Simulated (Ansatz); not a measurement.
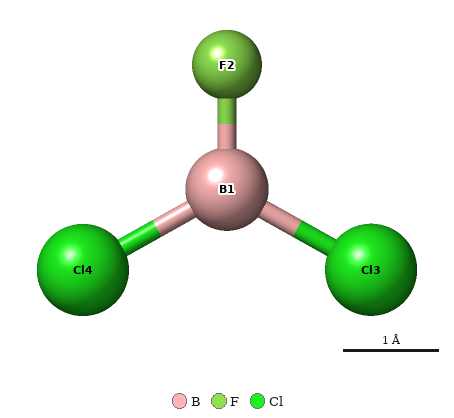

**Figure 1.** The structure (ball-and-stick view, seen on its broad side; atoms are numbered from 1 in the order of the input). Bond lengths as drawn: B–Cl 1.74 Å and B–F 1.31 Å.

**Single-point calculation of BCl₂F**

- system: BCl₂F
- method: RKS wB97M-V/def2-TZVPP (Ansatz 0.2.0)

The geometry comes from this level: PBE0-D4/def2-TZVP.

### What the program printed
```
Functional definition: wB97M-V
  name "wB97M-V"
  cite "Mardirossian & Head-Gordon, J. Chem. Phys. 144, 214110 (2016) doi:10.1063/1.4952647"
  cite "Becke, J. Chem. Phys. 107, 8554 (1997) doi:10.1063/1.475007"
  cite "Vydrov & Van Voorhis, J. Chem. Phys. 133, 244103 (2010) doi:10.1063/1.3521275"
  # Of w^i u^j: cxij and so on, Table III.
  parameter omega = 0.3/bohr
  parameter cx = 0.15
  parameter cx01 = 1.007
  parameter cx10 = 0.259
  parameter css00 = 0.443
  parameter css04 = -1.437
  parameter css10 = -4.535
  parameter css20 = -3.390
  parameter css43 = 4.278
  parameter cos00 = 1.000
  parameter cos10 = 1.358
  parameter cos20 = 2.924
  parameter cos21 = -8.812
  parameter cos60 = -1.390
  parameter cos61 = 9.142
  parameter b = 6.0
  parameter c = 0.01
  gx(w, u) = 1 - cx + cx01*u + cx10*w
  gss(w, u) = css00 + css04*u^4 + css10*w + css20*w^2 + css43*w^4*u^3
  gos(w, u) = cos00 + cos10*w + (cos20 + cos21*u)*w^2 + (cos60 + cos61*u)*w^6
  exchange = spin_sum(e_x_unif_sr(omega)*gx(b97_w, b97_u_x)) + cx*exact_x_sr(omega) + exact_x_lr(omega)
  correlation = spin_sum(e_c_pw_mod_same_spin*gss(b97_w, b97_u_same))
      + integral(e_c_pw_mod_opposite_spin*gos(b97_w_opposite, b97_u_opposite)) + vv10(b, c)
945 factors; their error is unknown
152 factors; integrals over basis functions are off by at most 4.3e-5 eV
mean field evaluation 1: about -28440.9806 eV, gradient 3.0e1 eV
mean field evaluation 2: about -28441.0165 eV, gradient 3.4e1 eV
mean field evaluation 4: about -28442.5007 eV, gradient 1.1e0 eV
mean field evaluation 8: about -28442.5462 eV, gradient 2.3e-2 eV
mean field -28442.54615884 eV, -1045.2442922872 hartree, gradient 2.1e-5 eV, S^2 0.000000; 0 other end points of the search recorded, 0 dependent functions left out
reference -28442.54619643 eV, -1045.2442936685 hartree; 24, 24 occupied and 122, 122 virtual orbitals, 945 factors
Total energy: -28442.54619643 eV, -1045.2442936685 hartree
```

This output came from the following input.

### Input file
```yaml
crystal:
  periodic: [false, false, false]
  atoms:
    - {symbol: B, position_ang: [-0.699240, -0.670241, -0.552875]}
    - {symbol: F, position_ang: [0.395526, -0.991669, -1.196787]}
    - {symbol: Cl, position_ang: [-0.955215, -1.291830, 1.050786]}
    - {symbol: Cl, position_ang: [-1.863036, 0.368229, -1.321387]}
basis:
  gaussian: {orbitals: def2-TZVPP}
hamiltonian: {xc: {name: wB97M-V}}
```

Command:
```bash
ansatz run in.yaml --threads 8 --pin off --events-out ev --progress --plain --max-ram 19148MiB
```

### Results in brief

| quantity | value |
| --- | --- |
| outcome | converged |
| total energy | −28442.5462 eV |
| SCF solution under orbital rotations | stable |
| hardware | 8 threads of Intel Xeon, 31 GiB of memory available, shared host |
| wall time | 0.75 s (CPU time 4.5 s) |
| peak memory | 0.52 GiB |
